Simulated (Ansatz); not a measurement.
**Nudged elastic band, with input and output: C₂H₈OSi₂ (part 1 of 2)**

- system: C₂H₈OSi₂
- method: RKS PBE-D4/def2-SVP (Ansatz 0.2.0)

It belongs to a series of runs on one base structure; here: band between the two ends. Figures and captions count atoms from 1; the log counts them from 0 in places.

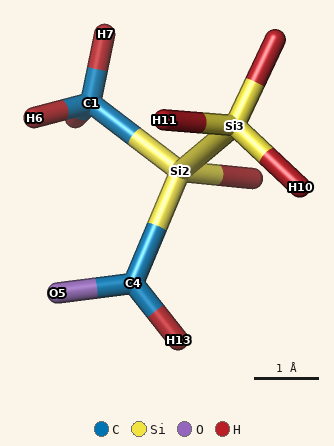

The starting structure (stick view, seen at a tilt; atoms are numbered from 1 in the order of the input).

### The input
```yaml
crystal:
  periodic: [false, false, false]
  atoms:
    - { symbol: C, position_ang: [-1.690388, 0.185584, 0.730913] }
    - { symbol: Si, position_ang: [0.173752, 0.375169, 0.498091] }
    - { symbol: Si, position_ang: [1.192636, -1.607925, -0.269098] }
    - { symbol: C, position_ang: [0.434239, 1.692251, -0.913709] }
    - { symbol: O, position_ang: [-0.454237, 1.93415, -1.713371] }
    - { symbol: H, position_ang: [-2.156775, 0.167442, -0.275158] }
    - { symbol: H, position_ang: [-1.961779, -0.740449, 1.273894] }
    - { symbol: H, position_ang: [-2.102428, 1.053949, 1.283131] }
    - { symbol: H, position_ang: [0.896857, 0.836231, 1.740527] }
    - { symbol: H, position_ang: [2.649122, -1.372275, -0.571897] }
    - { symbol: H, position_ang: [0.507572, -2.070225, -1.528106] }
    - { symbol: H, position_ang: [1.087547, -2.699579, 0.764316] }
    - { symbol: H, position_ang: [1.444181, 2.211179, -1.004633] }
basis:
  gaussian: { orbitals: def2-SVP }
hamiltonian:
  xc: pbe
  dispersion: d4
neb:
  order_check: false
  images: 7
  f_tol: 0.05
  max_iterations: 60
  final_atoms:
    - { symbol: C, position_ang: [-1.73194996, 0.12960061, 0.89320566] }
    - { symbol: Si, position_ang: [0.1364933, 0.39045813, 0.6291471] }
    - { symbol: Si, position_ang: [1.19327167, -1.53104684, -0.27972759] }
    - { symbol: C, position_ang: [0.9425063, 1.52517797, -0.66565412] }
    - { symbol: O, position_ang: [0.12487346, 1.98053467, -1.59830525] }
    - { symbol: H, position_ang: [-2.23390785, -0.09362292, -0.06971481] }
    - { symbol: H, position_ang: [-1.92201314, -0.71342138, 1.58913555] }
    - { symbol: H, position_ang: [-2.19608266, 1.04172188, 1.32104041] }
    - { symbol: H, position_ang: [0.83442927, 0.69717399, 1.92871474] }
    - { symbol: H, position_ang: [2.66399298, -1.58717207, 0.02689253] }
    - { symbol: H, position_ang: [1.00510964, -1.56254007, -1.77540681] }
    - { symbol: H, position_ang: [0.53815368, -2.76825259, 0.28684043] }
    - { symbol: H, position_ang: [0.66542229, 2.45689063, -2.27126784] }
  initial_path:
    images:
      - { positions_ang: [[-1.690388, 0.185584, 0.730913], [0.173752, 0.375169, 0.498091], [1.192636, -1.607925, -0.269098], [0.434239, 1.692251, -0.913709], [-0.454237, 1.93415, -1.713371], [-2.156775, 0.167442, -0.275158], [-1.961779, -0.740449, 1.273894], [-2.102428, 1.053949, 1.283131], [0.896857, 0.836231, 1.740527], [2.649122, -1.372275, -0.571897], [0.507572, -2.070225, -1.528106], [1.087547, -2.699579, 0.764316], [1.444181, 2.211179, -1.004633]] }
      - { positions_ang: [[-1.66399501, 0.16293936, 0.73188805], [0.1784568, 0.36877017, 0.5043439], [1.16311672, -1.6055079, -0.27686885], [0.5098135, 1.69238461, -0.85839746], [-0.36237461, 1.9269472, -1.69700658], [-2.14571157, 0.1044771, -0.26383723], [-1.93112578, -0.71980819, 1.31443543], [-2.0894236, 1.05975454, 1.23661282], [0.8718353, 0.79358238, 1.78100878], [2.6306583, -1.38890922, -0.53915356], [0.50311972, -2.04993645, -1.53734991], [1.03972326, -2.69995601, 0.74879984], [1.31620599, 2.3207644, -1.12957523]] }
      - { positions_ang: [[-1.63760203, 0.14029471, 0.7328631], [0.1831616, 0.36237135, 0.51059681], [1.13359743, -1.60309079, -0.28463971], [0.58538801, 1.69251822, -0.80308592], [-0.27051221, 1.9197444, -1.68064216], [-2.13464814, 0.0415122, -0.25251647], [-1.90047256, -0.69916738, 1.35497686], [-2.0764192, 1.06556008, 1.19009464], [0.8468136, 0.75093376, 1.82149056], [2.6121946, -1.40554344, -0.50641012], [0.49866743, -2.0296479, -1.54659382], [0.99189952, -2.70033301, 0.73328369], [1.18823097, 2.43034979, -1.25451746]] }
      - { positions_ang: [[-1.61120904, 0.11765007, 0.73383814], [0.1878664, 0.35597252, 0.51684971], [1.10407815, -1.60067369, -0.29241056], [0.66096251, 1.69265184, -0.74777438], [-0.17864982, 1.91254161, -1.66427774], [-2.12358471, -0.0214527, -0.2411957], [-1.86981934, -0.67852657, 1.3955183], [-2.06341481, 1.07136562, 1.14357646], [0.8217919, 0.70828514, 1.86197235], [2.59373089, -1.42217766, -0.47366668], [0.49421515, -2.00935934, -1.55583773], [0.94407577, -2.70071002, 0.71776753], [1.06025596, 2.53993519, -1.37945969]] }
      - { positions_ang: [[-1.58481606, 0.09500542, 0.73481319], [0.19257119, 0.34957369, 0.52310262], [1.07455886, -1.59825658, -0.30018142], [0.73653701, 1.69278545, -0.69246285], [-0.08678743, 1.90533881, -1.64791332], [-2.11252128, -0.0844176, -0.22987494], [-1.83916612, -0.65788576, 1.43605973], [-2.05041041, 1.07717116, 1.09705828], [0.79677019, 0.66563653, 1.90245413], [2.57526719, -1.43881188, -0.44092324], [0.48976286, -1.98907079, -1.56508164], [0.89625203, -2.70108702, 0.70225137], [0.93228095, 2.64952058, -1.50440191]] }
      - { positions_ang: [[-1.62159953, 0.10365422, 0.77441131], [0.17855172, 0.3597948, 0.54961374], [1.10423706, -1.58145415, -0.29506796], [0.78802933, 1.65088358, -0.68576067], [-0.0338722, 1.92413777, -1.6355113], [-2.14286792, -0.08671893, -0.18983491], [-1.85987788, -0.67176967, 1.47432868], [-2.08682847, 1.06830884, 1.15305381], [0.80618496, 0.67352089, 1.90901928], [2.59744864, -1.47590192, -0.3239693], [0.61859956, -1.88243811, -1.61766294], [0.80672744, -2.71787842, 0.59839864], [0.86556629, 2.60136309, -1.6961184]] }
      - { positions_ang: [[-1.65838301, 0.11230301, 0.81400943], [0.16453225, 0.37001591, 0.57612486], [1.13391527, -1.56465171, -0.2899545], [0.83952166, 1.60898171, -0.67905848], [0.01904302, 1.94293674, -1.62310928], [-2.17321456, -0.08902026, -0.14979487], [-1.88058963, -0.68565357, 1.51259764], [-2.12324653, 1.05944652, 1.20904934], [0.81559973, 0.68140526, 1.91558443], [2.61963009, -1.51299197, -0.20701536], [0.74743625, -1.77580543, -1.67024423], [0.71720286, -2.73466981, 0.4945459], [0.79885162, 2.5532056, -1.88783488]] }
      - { positions_ang: [[-1.69516649, 0.12095181, 0.85360754], [0.15051278, 0.38023702, 0.60263598], [1.16359347, -1.54784928, -0.28484105], [0.89101398, 1.56707984, -0.6723563], [0.07195824, 1.96173571, -1.61070727], [-2.20356121, -0.09132159, -0.10975484], [-1.90130139, -0.69953747, 1.5508666], [-2.15966459, 1.0505842, 1.26504488], [0.8250145, 0.68928962, 1.92214959], [2.64181153, -1.55008202, -0.09006141], [0.87627295, -1.66917275, -1.72282552], [0.62767827, -2.7514612, 0.39069317], [0.73213696, 2.50504812, -2.07955136]] }
      - { positions_ang: [[-1.73194996, 0.12960061, 0.89320566], [0.1364933, 0.39045813, 0.6291471], [1.19327167, -1.53104684, -0.27972759], [0.9425063, 1.52517797, -0.66565412], [0.12487346, 1.98053467, -1.59830525], [-2.23390785, -0.09362292, -0.06971481], [-1.92201314, -0.71342138, 1.58913555], [-2.19608266, 1.04172188, 1.32104041], [0.83442927, 0.69717399, 1.92871474], [2.66399298, -1.58717207, 0.02689253], [1.00510964, -1.56254007, -1.77540681], [0.53815368, -2.76825259, 0.28684043], [0.66542229, 2.45689063, -2.27126784]] }
```

Hardware: 2 threads of Intel Xeon @ 2.90GHz (Ice Lake), 64 GiB of memory available, shared host.

Command:
```bash
ansatz run input.yaml --threads 2 --pin off --max-ram 3072MiB --backend cpu --events-out ev --progress --plain --runs-dir out
```

### What the program printed
```
Engine: ansatz 0.2.0, x86_64-unknown-linux-gnu
Functional definition: PBE
  parameter kappa = 0.804
  parameter beta = 0.06672455060314922
  exchange = pbe_x(kappa = kappa, mu = beta*pi^2/3)
  correlation = pbe_c(beta = beta)
1315 factors; their error is unknown
mean field evaluation 1: about -19975.2326 eV, gradient 6.3e1 eV
mean field evaluation 2: about -19944.8604 eV, gradient 1.3e2 eV
mean field evaluation 4: about -19984.3961 eV, gradient 1.0e1 eV
mean field evaluation 8: about -19984.6265 eV, gradient 3.3e-1 eV
mean field evaluation 16: about -19984.5368 eV, gradient 1.4e-3 eV
mean field -19984.53676863 eV, -734.4181802414 hartree, gradient 1.3e-5 eV, S^2 0.000000; 0 other end points of the search recorded, 0 dependent functions left out
the calculation of the forces begins
reference -19984.53680732 eV, -734.4181816636 hartree; 28, 28 occupied and 90, 90 virtual orbitals, 1315 factors
1315 factors; their error is unknown
mean field evaluation 32: about -19982.0952 eV, gradient 3.7e-2 eV
mean field -19982.09520320 eV, -734.3284543671 hartree, gradient 2.1e-5 eV, S^2 0.000000; 0 other end points of the search recorded, 0 dependent functions left out
[... from here on the field's lines of each further geometry are left out, up to the last ...]
NEB iter   1: max|band force component| = 2.705e0 eV/Å  barrier→ = 3.7713 eV  barrier← = 1.3274 eV  Δτ_max = 0.2000 Å  (268 SCF iters)
NEB iter   2: max|band force component| = 2.447e0 eV/Å  barrier→ = 3.3927 eV  barrier← = 0.9489 eV  Δτ_max = 0.2000 Å  (236 SCF iters)
NEB iter   3: max|band force component| = 2.019e0 eV/Å  barrier→ = 3.2650 eV  barrier← = 0.8211 eV  Δτ_max = 0.2000 Å  (236 SCF iters)
NEB iter   4: max|band force component| = 2.968e0 eV/Å  barrier→ = 3.4526 eV  barrier← = 1.0087 eV  Δτ_max = 0.1000 Å  (232 SCF iters)
NEB iter   5: max|band force component| = 1.662e0 eV/Å  barrier→ = 3.3738 eV  barrier← = 0.9300 eV  Δτ_max = 0.1003 Å  (216 SCF iters)
NEB iter   6: max|band force component| = 1.009e0 eV/Å  barrier→ = 3.1708 eV  barrier← = 0.7269 eV  Δτ_max = 0.0993 Å  (211 SCF iters)
NEB iter   7: max|band force component| = 1.168e0 eV/Å  barrier→ = 2.9418 eV  barrier← = 0.4980 eV  Δτ_max = 0.0501 Å  (206 SCF iters)
NEB iter   8: max|band force component| = 6.340e-1 eV/Å  barrier→ = 2.8800 eV  barrier← = 0.4362 eV  Δτ_max = 0.0502 Å  (214 SCF iters)
NEB iter   9: max|band force component| = 2.814e0 eV/Å  barrier→ = 3.1014 eV  barrier← = 0.6576 eV  CI = image 4  Δτ_max = 0.0998 Å  (212 SCF iters)
NEB iter  10: max|band force component| = 1.794e0 eV/Å  barrier→ = 3.3705 eV  barrier← = 0.9267 eV  CI = image 4  Δτ_max = 0.2000 Å  (216 SCF iters)
NEB iter  11: max|band force component| = 7.136e-1 eV/Å  barrier→ = 3.5442 eV  barrier← = 1.1004 eV  CI = image 4  Δτ_max = 0.1961 Å  (228 SCF iters)
NEB iter  12: max|band force component| = 9.997e-1 eV/Å  barrier→ = 3.5114 eV  barrier← = 1.0676 eV  CI = image 4  Δτ_max = 0.0992 Å  (224 SCF iters)
NEB iter  13: max|band force component| = 3.524e-1 eV/Å  barrier→ = 3.4931 eV  barrier← = 1.0493 eV  CI = image 4  Δτ_max = 0.2000 Å  (206 SCF iters)
NEB iter  14: max|band force component| = 5.996e-1 eV/Å  barrier→ = 3.4914 eV  barrier← = 1.0475 eV  CI = image 4  Δτ_max = 0.0575 Å  (205 SCF iters)
NEB iter  15: max|band force component| = 2.429e-1 eV/Å  barrier→ = 3.4887 eV  barrier← = 1.0449 eV  CI = image 4  Δτ_max = 0.0532 Å  (206 SCF iters)
NEB iter  16: max|band force component| = 8.588e-2 eV/Å  barrier→ = 3.4877 eV  barrier← = 1.0438 eV  CI = image 4  Δτ_max = 0.0417 Å  (206 SCF iters)
NEB iter  17: max|band force component| = 1.462e-1 eV/Å  barrier→ = 3.4868 eV  barrier← = 1.0430 eV  CI = image 4  Δτ_max = 0.0209 Å  (205 SCF iters)
NEB iter  18: max|band force component| = 6.108e-2 eV/Å  barrier→ = 3.4865 eV  barrier← = 1.0427 eV  CI = image 4  Δτ_max = 0.0418 Å  (209 SCF iters)
NEB iter  19: max|band force component| = 8.902e-2 eV/Å  barrier→ = 3.4860 eV  barrier← = 1.0422 eV  CI = image 4  Δτ_max = 0.0209 Å  (212 SCF iters)
NEB iter  20: max|band force component| = 1.733e-1 eV/Å  barrier→ = 3.4858 eV  barrier← = 1.0419 eV  CI = image 4  Δτ_max = 0.0104 Å  (204 SCF iters)
NEB iter  21: max|band force component| = 5.770e-2 eV/Å  barrier→ = 3.4857 eV  barrier← = 1.0418 eV  CI = image 4  Δτ_max = 0.0209 Å  (208 SCF iters)
the calculation of the forces begins
reference -19982.09402895 eV, -734.3284112140 hartree; 28, 28 occupied and 90, 90 virtual orbitals, 1315 factors
1315 factors; their error is unknown
mean field evaluation 1376: about -19976.4845 eV, gradient 1.2e1 eV
mean field -19981.05407341 eV, -734.2901935528 hartree, gradient 1.8e-5 eV, S^2 0.000000; 1 other end points of the search recorded, 0 dependent functions left out
the calculation of the forces begins
reference -19981.05411343 eV, -734.2901950237 hartree; 28, 28 occupied and 90, 90 virtual orbitals, 1315 factors
NEB iter  22: max|band force component| = 2.687e-2 eV/Å  barrier→ = 3.4855 eV  barrier← = 1.0416 eV  CI = image 4  Δτ_max = 0.0000 Å  (429 SCF iters)
```
